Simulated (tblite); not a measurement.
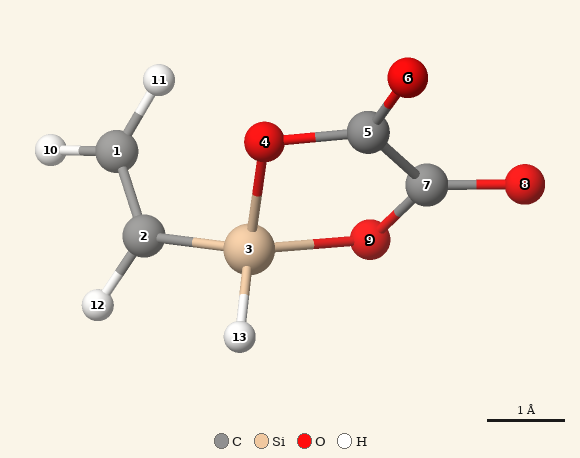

This is the input geometry for a relaxation of C$_{4}$H$_{4}$O$_{4}$Si. A ball-and-stick model, seen at a tilt.

These are results of GFN2-xTB geometry optimisation, gas phase (tblite), not measurements.

```xyz
13

C    -2.4444    0.3917   -0.2895
C    -1.7851   -0.6118    0.2328
Si    0.0231   -0.6922    0.4805
O     0.7328    0.8555    0.9343
C     1.9333    0.8778    0.2772
O     2.8587    1.6976    0.6002
C     2.0456   -0.0457   -0.7968
O     3.0908   -0.1630   -1.5286
O     0.9385   -0.8437   -0.9889
H    -3.5528    0.3606   -0.3928
H    -1.9079    1.2878   -0.6318
H    -2.3900   -1.4816    0.5644
H     0.4530   -1.6325    1.5213
```

### What does the optimiser find from here?

After 113 geometry steps the energy has fallen by 114.7 kJ/mol. The largest move after the best rigid fit is that of H12, 0.84 Å. By element the largest moves are H 0.84 Å, O 0.72 Å, C 0.25 Å, Si 0.21 Å. Some distances before and after: C5–C7 1.421 → 1.543 Å, Si3–O4 1.762 → 1.664 Å, C5–O6 1.278 → 1.190 Å, Si3–O9 1.738 → 1.666 Å. Bond angles that change, for instance: Si3–O4–C5 104.1° → 113.5°, Si3–O9–C7 104.8° → 113.5°, C2–Si3–H13 114.5° → 121.8°. Groups turn about C2–Si3 by about 35°, Si3–O9 by about 25°, Si3–O4 by about 25°. The run took 0.75 s on 1 thread of Arm Neoverse V1, on a shared host.

History of the run:

```csv
step,"E − E(0), kJ/mol"
0,0.00
1,-32.00
2,-85.17
3,-92.23
4,-95.82
5,-97.94
6,-100.34
7,-101.52
8,-102.81
9,-103.42
10,-103.86
15,-107.01
21,-109.02
26,-110.45
32,-111.79
37,-113.13
43,-113.77
48,-113.85
53,-113.87
59,-113.89
64,-113.90
70,-113.93
75,-113.97
80,-113.99
86,-114.02
91,-114.21
97,-114.40
102,-114.66
108,-114.69
113,-114.70
```

Final geometry:

```xyz
13

C    -2.3318    0.5197   -0.1352
C    -1.6806   -0.6282    0.0113
Si    0.0670   -0.7828    0.6668
O     0.7283    0.7222    0.9240
C     1.7713    0.9882    0.1353
O     2.3894    2.0050    0.1547
C     2.0362   -0.2155   -0.7938
O     2.8964   -0.2895   -1.6124
O     1.1442   -1.1764   -0.5421
H    -3.3415    0.5588   -0.5126
H    -1.8801    1.4649    0.1189
H    -2.1848   -1.5510   -0.2439
H     0.3817   -1.6149    1.8113
```

The end point in the same view:

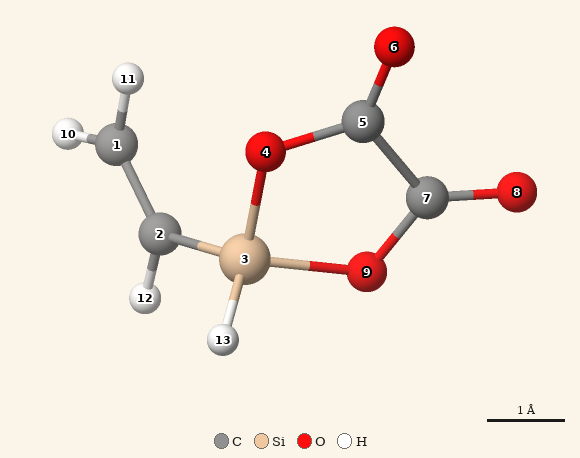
